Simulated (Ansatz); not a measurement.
## Fields on a plane of Ge (diamond)

```xyz
2
Lattice="0.0000 2.8808 2.8808 2.8808 0.0000 2.8808 2.8808 2.8808 0.0000" Properties=species:S:1:pos:R:3 pbc="T T T"
Ge     2.8808     2.8808     2.8808
Ge     4.3213     4.3213     4.3213
```

The slice is a {110} plane (indices of the conventional cell) through the point (0.750, 0.750, 0.750) (fractional), spanned by u = [100] and v = [1 -1 -1] in vectors of this cell: u (4.07 Å) and v (5.76 Å, at 90° to u). It covers one period; positions are fractions (u, v).

Atoms on it: Ge at (0.50, 0.25); Ge at (0.00, 0.00).

Level of theory: PBE (plane waves to 420 eV, PAW, scalar-relativistic; Ansatz, a quantum-chemistry and plane-wave program). k mesh 14×14×14. Inside the PAW spheres the values are not all-electron values, and peaks at nuclei hang on which shells count as valence. Ge was relaxed with its symmetry unable to fall.

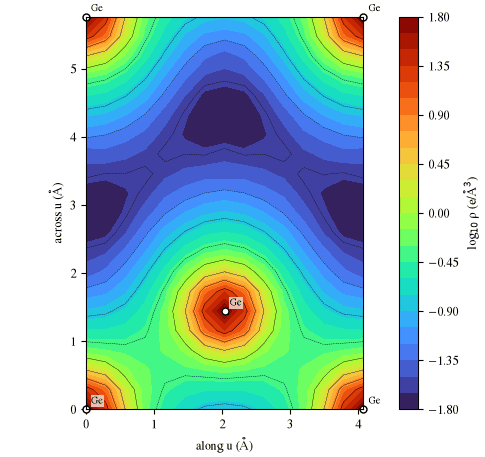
*Log₁₀ of the valence density in e/Å³, one period of the plane, atoms marked. The scale is logarithmic, as a density can span decades between atoms and voids.*

| v \ u | 0.00 | 0.14 | 0.29 | 0.43 | 0.57 | 0.71 | 0.86 |
|---|---|---|---|---|---|---|---|
| 0.90 | x | x | 2.9 | 6.4 | 6.4 | 3.0 | x |
| 0.80 | 0.5 | 2.9 | 5.9 | 6.9 | 6.9 | 5.9 | 2.9 |
| 0.70 | 6.1 | 6.4 | 6.8 | 7.0 | 7.0 | 6.8 | 6.4 |
| 0.60 | 6.9 | 6.9 | 6.9 | 6.7 | 6.7 | 6.9 | 6.9 |
| 0.50 | 7.0 | 6.8 | 6.1 | 4.9 | 4.9 | 6.1 | 6.8 |
| 0.40 | 6.9 | 6.1 | 1.8 | x | x | 1.8 | 6.1 |
| 0.30 | 6.1 | 4.8 | x | x | x | x | 4.8 |
| 0.20 | 0.5 | 2.1 | x | x | x | x | 2.1 |
| 0.10 | x | x | -0.1 | x | x | -0.2 | x |
| 0.00 | x | x | 0.5 | 4.6 | 4.6 | 0.5 | x |

Values: electrostatic potential energy of an electron, from the cell's mean, in eV. Points within 1 Å of a nucleus are blanked (x), as the pseudised field means little there. Values under -1 eV are set to -1. The zero, the cell's mean, hangs on the PAW cores.

The density on the Ge–Ge line (2.49 Å) at its midpoint comes out as 0.47 e/Å³ and the ELF at that point is 0.8. ELF maximum in the middle third of the Ge–Ge line: 0.76, 1.2 Å from Ge.
